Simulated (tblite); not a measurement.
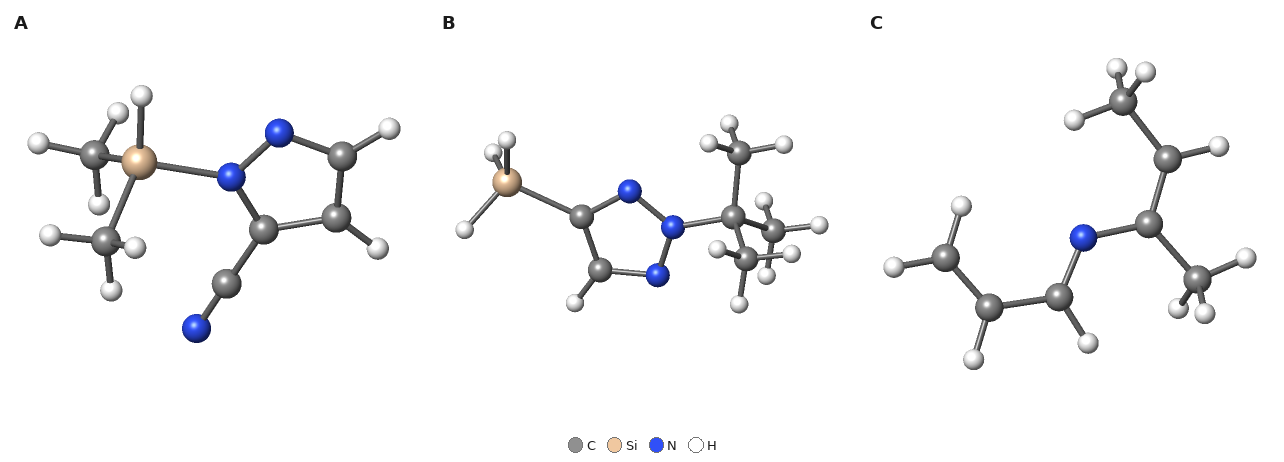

The picture comes from a calculation with tblite.

Match each picture to its SMILES.
(1) CC(C)(C)n1ncc([SiH3])n1
(2) C=C/C=N/C(C)=C\C
(3) C[SiH](C)n1nccc1C#N

Answer. A is (3), B is (1), C is (2).
